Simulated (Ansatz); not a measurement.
**C3H12AlN (SMILES C[N+](C)(C)[AlH3-]): a first try and a second**

Aim: a single-point energy of C3H12AlN at B2PLYP/6-311++G(2d,2p) (accuracy low, 1 point charge, start density atoms, xc a 0.6).

Program for the calculation: Ansatz 0.2.0.

8 further runs of the same task are left out: 3 that didn't finish, 5 set aside as unsound or not needed. Runs told in other sessions of the task aren't counted.

## (1) Starting point

C3H12AlN has 17 atoms, charge 0, and is taken as a singlet. SMILES: `C[N+](C)(C)[AlH3-]`. The shape is that of a PBE0-D4/def2-TZVP optimisation.

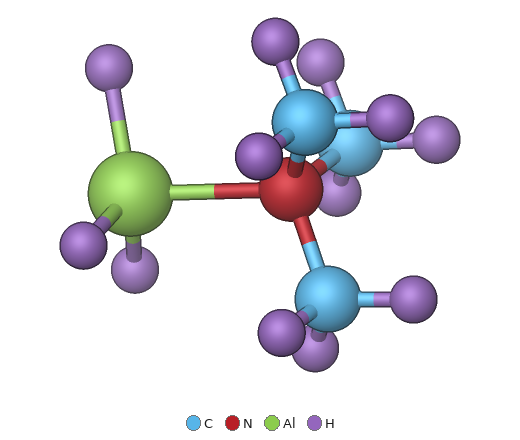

Viewed from a chosen angle; carbon blue, nitrogen red, aluminium green, hydrogen purple.

## (2) The input as first written

Contents of run.yaml:

```yaml
basis:
  gaussian:
    orbitals: 6-311++G_2d_2p_.json
    final_grid: {core_spheres: 12, valence_spheres: 10, degree: 35}
    point_charges: [{charge: 1, position_ang: [0.2295, -5.5691, 5.1908]}]
crystal:
  periodic: [false, false, false]
  atoms:
    - {symbol: C, position_ang: [-0.410030, 0.333490, -1.422360]}
    - {symbol: "N", position_ang: [0.091540, -0.040900, -0.095470]}
    - {symbol: C, position_ang: [1.374430, 0.621560, 0.164800]}
    - {symbol: C, position_ang: [0.248370, -1.496930, -0.007280]}
    - {symbol: Al, position_ang: [-1.266110, 0.565730, 1.320390]}
    - {symbol: H, position_ang: [-0.544290, 1.414480, -1.463590]}
    - {symbol: H, position_ang: [0.293440, 0.022320, -2.203250]}
    - {symbol: H, position_ang: [-1.374660, -0.145770, -1.589950]}
    - {symbol: H, position_ang: [1.721230, 0.353090, 1.162760]}
    - {symbol: H, position_ang: [2.173090, 0.368450, -0.526240]}
    - {symbol: H, position_ang: [2.123090, 0.318450, -0.576240]}
    - {symbol: H, position_ang: [0.596680, -1.760740, 0.991400]}
    - {symbol: H, position_ang: [0.969260, -1.853650, -0.751970]}
    - {symbol: H, position_ang: [-0.717070, -1.973220, -0.178530]}
    - {symbol: H, position_ang: [-1.270920, 2.146180, 1.036030]}
    - {symbol: H, position_ang: [-2.552060, -0.268800, 0.842230]}
    - {symbol: H, position_ang: [-0.519120, 0.062750, 2.649950]}
scf:
  omitted_lower_state_checks: [orbital_swaps]
hamiltonian:
  xc: {name: B2PLYP, parameters: {a: 0.6}}
accuracy: low
correlation:
  electrons: outside_noble_gas
```

The basis set 6-311++G(2d,2p) is read from a file made from the Basis Set Exchange's data (not shown).

The run is started by

```bash
$ ansatz run run.yaml --threads 1 --pin off --max-ram 3480MiB --events-out events.jsonl --progress --plain --runs-dir runs
```

Output:

```text
Warning: RAYON_NUM_THREADS=1 ignored (pool sized by the plan → 1); use --threads N
Functional definition: B2PLYP
  name "B2PLYP"
  parameter a = 0.53
  parameter c = 0.27
  exchange = (1 - a)*b88_x + a*exact_x
  correlation = (1 - c)*lyp_c + c*(mp2_os + mp2_ss)
  with a = 0.6 from the input
these checks for a lower state are left out or cut short: orbital_swaps
2109 factors; integrals over basis functions are off by at most 1.1e-3 eV
mean field evaluation 1: about -11245.9658 eV, gradient 4.4e1 eV
mean field evaluation 2: about -11245.9120 eV, gradient 4.4e1 eV
mean field evaluation 4: about -11250.9215 eV, gradient 6.1e0 eV
mean field evaluation 8: about -11251.0017 eV, gradient 3.4e-1 eV
mean field evaluation 16: about -11251.0024 eV, gradient 2.3e-4 eV
mean field -11251.00244864 eV, -413.4667137842 hartree, gradient 5.9e-6 eV, S^2 0.000000; 0 other end points of the search recorded, 0 dependent functions left out
9 core orbitals not correlated: weight in the atoms' cores, before any rotation towards them, 1.000 or more for the frozen orbitals, at most 0.000 for the correlated occupied ones
reference -11251.00265591 eV, -413.4667214013 hartree; 16, 16 occupied and 238, 238 virtual orbitals, 2109 factors
second order -25.18454747 eV of doubles, -0.00000000 eV of singles
Total energy: -11257.80248373 eV, -413.7166104645 hartree
Checks for a lower state left out: orbital_swaps
```

It took 33 s on 1 thread of Intel Xeon Platinum 8488C (Sapphire Rapids), shared host; peak memory 0.94 GiB.

## (3) Diagnosis

The program ended normally, but the settings are unsound, so its numbers aren't properties of the molecule.

Cause: two atoms lie on top of or far too near each other. As the program read them, the closest atoms are 0.09 Å apart, against 1.09 Å in the sound input.

## (4) Second attempt

Changes to run.yaml since step 2:

```diff
@@ -17,3 +17,3 @@
     - {symbol: H, position_ang: [1.721230, 0.353090, 1.162760]}
-    - {symbol: H, position_ang: [2.173090, 0.368450, -0.526240]}
+    - {symbol: H, position_ang: [1.236220, 1.701960, 0.121050]}
     - {symbol: H, position_ang: [2.123090, 0.318450, -0.576240]}
@@ -25,2 +25,4 @@
     - {symbol: H, position_ang: [-0.519120, 0.062750, 2.649950]}
+accuracy: low
+output: {orbitals: {seedname: orbitals}}
 scf:
@@ -29,3 +31,2 @@
   xc: {name: B2PLYP, parameters: {a: 0.6}}
-accuracy: low
 correlation:
```

The basis set 6-311++G(2d,2p) is read from a file made from the Basis Set Exchange's data (not shown).

The run is started by

```bash
$ ansatz run run.yaml --threads 1 --pin off --max-ram 3480MiB --events-out events.jsonl --progress --plain --runs-dir runs
```

Output, shortened:

```text
Warning: RAYON_NUM_THREADS=1 ignored (pool sized by the plan → 1); use --threads N
[... 2 set-up lines as earlier in the session ...]
[...]
  with a = 0.6 from the input
[...]
2124 factors; integrals over basis functions are off by at most 1.1e-3 eV
[...]
mean field -11380.16264227 eV, -418.2132633520 hartree, gradient 8.6e-6 eV, S^2 0.000000; 0 other end points of the search recorded, 0 dependent functions left out
9 core orbitals not correlated: weight in the atoms' cores, before any rotation towards them, 1.000 or more for the frozen orbitals, at most 0.000 for the correlated occupied ones
reference -11380.16284735 eV, -418.2132708888 hartree; 16, 16 occupied and 238, 238 virtual orbitals, 2124 factors
second order -25.29046158 eV of doubles, -0.00000000 eV of singles
Total energy: -11386.99127198 eV, -418.4642108653 hartree
Checks for a lower state left out: orbital_swaps
```

Run time: 34 s. Hardware: 1 thread of Intel Xeon Platinum 8488C (Sapphire Rapids), shared host; peak memory 0.95 GiB.

## (5) Results

Level: B2PLYP/6-311++G(2d,2p) (accuracy low, 1 point charge, start density atoms, xc a 0.6).

```
                           quantity          value
                       total energy  -418.46421 Eh
HOMO–LUMO gap (SCF part's orbitals)        8.30 eV
```

The first attempt's energy was +129.189 eV off this one. The accuracy setting is loose, so the last digits carry no meaning.
